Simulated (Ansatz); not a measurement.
# CH₄BClFN: one species, many methods

How much do the methods differ for CH₄BClFN? The plan is to run it at one geometry with functionals of several rungs and with coupled cluster, and see how far each lands from CCSD(T) at the basis-set limit for the atomisation energy.

Computed with Ansatz 0.2.0, Gaussian basis. Level: functionals in def2-TZVPP, the program's frozen cores in correlated methods.

The runs, in order: LDA (SPW92), PBE-D4, revPBE-D4, BLYP-D4, r2SCAN-D4, B97M-V, PBE0-D4, B3LYP-D4, r2SCANh-D4, r2SCAN0-D4, HSE06-D4, BHLYP-D4, CAM-B3LYP-D4, LC-ωPBE, ωB97X-V, ωB97M-V, B2PLYP, PBE-QIDH; CCSD(T)/def2-SVP; CCSD(T)/def2-TZVPP; MP2/def2-QZVPP; extrapolation to the limit; RPA on PBE.

## 1. Structure used throughout

The geometry comes from an earlier relaxation with PBE0-D4 in a triple-zeta def2 set; it is a stationary point, not always the lowest conformer.

SMILES `NB(Cl)CF`, 9 atoms, charge 0, spin multiplicity 1.

Atoms are counted from 1 here; the program's logs count them from 0.

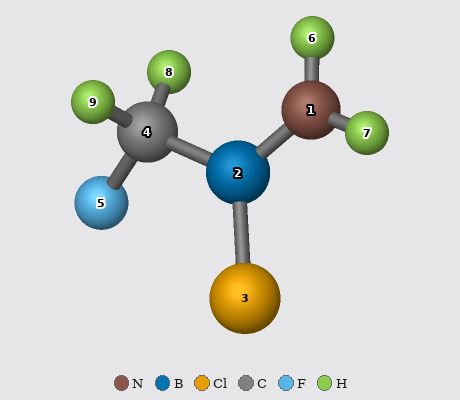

The geometry (colours as in the key); atoms are numbered from 1 in the order of the file.

Geometry (Å):

| atom | x (Å) | y (Å) | z (Å) |
| --- | --- | --- | --- |
| N1 | 0.84389 | 0.85298 | -0.83903 |
| B2 | 0.52866 | -0.16883 | 0.04536 |
| Cl3 | 1.83009 | -1.15272 | 0.71978 |
| C4 | -0.96710 | -0.42281 | 0.49359 |
| F5 | -1.18852 | -1.70425 | 0.96518 |
| H6 | 0.14898 | 1.43308 | -1.27699 |
| H7 | 1.79101 | 1.07853 | -1.09080 |
| H8 | -1.66879 | -0.24247 | -0.33022 |
| H9 | -1.22981 | 0.28010 | 1.29612 |

## 2. LDA

This LDA is Slater exchange with PW92 correlation.

Input file in.yaml:

```yaml
crystal:
  periodic: [false, false, false]
  atoms:
    - {symbol: N, position_ang: [0.843886, 0.852984, -0.839025]}
    - {symbol: B, position_ang: [0.528660, -0.168831, 0.045357]}
    - {symbol: Cl, position_ang: [1.830089, -1.152720, 0.719783]}
    - {symbol: C, position_ang: [-0.967100, -0.422813, 0.493591]}
    - {symbol: F, position_ang: [-1.188524, -1.704254, 0.965181]}
    - {symbol: H, position_ang: [0.148976, 1.433077, -1.276988]}
    - {symbol: H, position_ang: [1.791013, 1.078532, -1.090799]}
    - {symbol: H, position_ang: [-1.668789, -0.242470, -0.330219]}
    - {symbol: H, position_ang: [-1.229809, 0.280096, 1.296117]}
basis:
  gaussian: {orbitals: def2-TZVPP}
hamiltonian: {xc: lda}
output: {orbitals: {seedname: orbitals}}
```

Launch:

```sh
ansatz run in.yaml --threads 2 --pin off --events-out ev --progress --plain --max-ram 4352MiB
```

After this run come: PBE-D4 (GGA); revPBE-D4 (GGA); BLYP-D4 (GGA); r2SCAN-D4 (meta-GGA); B97M-V (meta-GGA); PBE0-D4 (hybrid); B3LYP-D4 (hybrid); r2SCANh-D4 (hybrid); r2SCAN0-D4 (hybrid); HSE06-D4 (hybrid); BHLYP-D4 (hybrid); CAM-B3LYP-D4 (range-separated); LC-ωPBE (range-separated); ωB97X-V (range-separated); ωB97M-V (range-separated); B2PLYP (double hybrid); PBE-QIDH (double hybrid); CCSD(T) in def2-SVP; CCSD(T) in def2-TZVPP; MP2 in def2-QZVPP; RPA on PBE orbitals.

Before running them: what should the planned runs give, taken together? Wanted: atomisation energy, CCSD(T)/CBS; farthest beyond LDA; mean size of error, GGA; mean size of error, meta-GGA; mean size of error, hybrid; mean size of error, range-separated; mean size of error, double hybrid; gap, smallest and largest; T1 diagnostic.

The runs gave:

| quantity | value |
| --- | --- |
| atomisation energy, CCSD(T)/CBS | 3430.3 kJ/mol |
| functionals within 17.2 kJ/mol (0.5 %) | revPBE-D4, r2SCANh-D4, PBE-QIDH |
| farthest beyond LDA | PBE-D4 (+115.5 kJ/mol) |
| mean size of error, GGA | 51.3 kJ/mol |
| mean size of error, meta-GGA | 27.3 kJ/mol |
| mean size of error, hybrid | 38.2 kJ/mol |
| mean size of error, range-separated | 29.0 kJ/mol |
| mean size of error, double hybrid | 10.7 kJ/mol |
| gap, smallest and largest | 6.11 eV (LDA (SPW92)), 13.81 eV (LC-ωPBE) |
| T1 diagnostic | 0.0111 |
| triples share of the correlation energy | 3.6 % |

LDA overbinds by 561.4 kJ/mol (16 %). PBE-D4 misses by +115.5 kJ/mol. Double hybrids carry the basis error of their MP2 part in triple zeta, and no dispersion term here, so their miss is partly the set-up's. By mean error the best rung here is double hybrid (10.7 kJ/mol) and the worst beyond LDA is GGA (51.3 kJ/mol). Misses under about 17.2 kJ/mol are within the doubt on the reference itself, which lacks core-valence correlation, relativity and higher excitations. Hartree-Fock recovers 73 % of the binding; the rest is correlation. CCSD(T) in def2-SVP is off by -178.2 kJ/mol, more than most functionals: a good method in a small basis is no reference. Orbital gaps span 6.1 to 13.8 eV; exact exchange widens them.
